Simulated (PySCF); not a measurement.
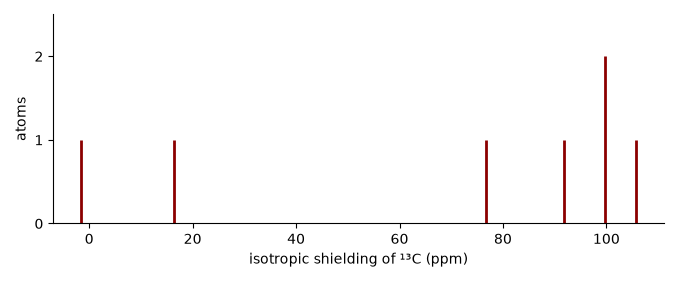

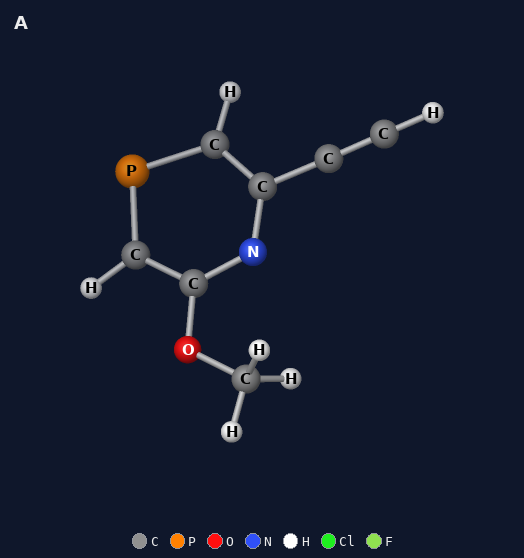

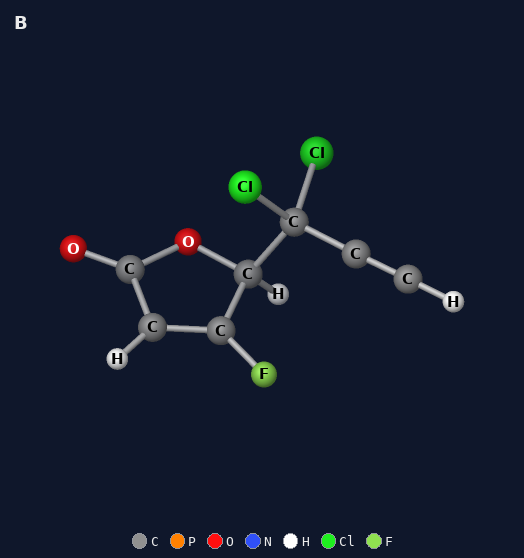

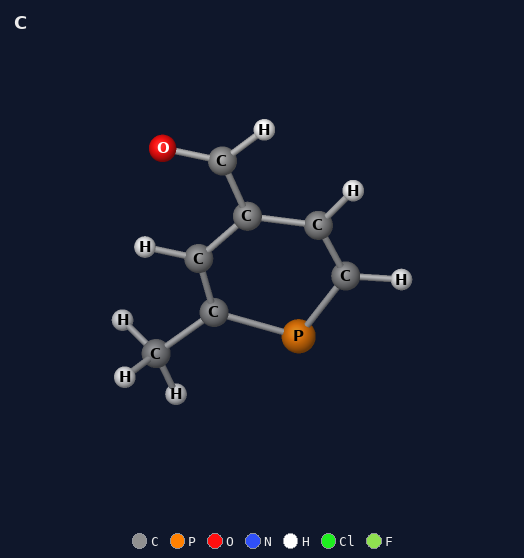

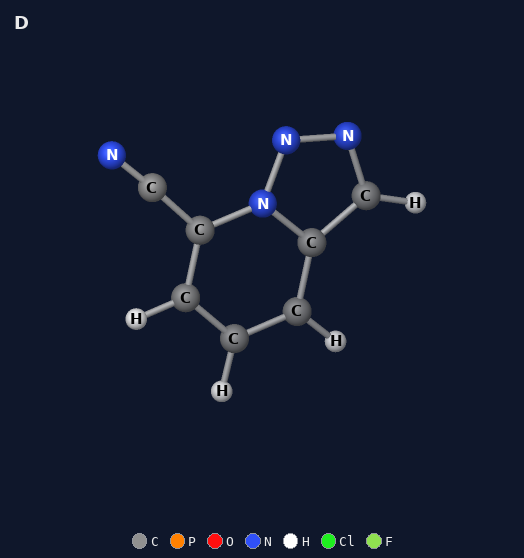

The sticks are computed shieldings of one of the molecules, for one fixed geometry (GFN2-xTB) without averaging over rotations. Low shielding means a high chemical shift. Method: GIAO PBE0/pcSseg-1 NMR shielding, non-relativistic, gas phase (PySCF 2.14.0).

**Match the spectrum to a structure.**

B, `C#CC(Cl)(Cl)[C@@H]1OC(=O)C=C1F`. Its 7 C atoms give lines at −1.6, 16.3, 76.8, 91.8, 99.8 (2 atoms), 105.7 ppm.

The geometry is semi-empirical. Around P such bond lengths and angles can be off by a tenth of an ångström or more and by several degrees, and values that hang on the shape move with them.
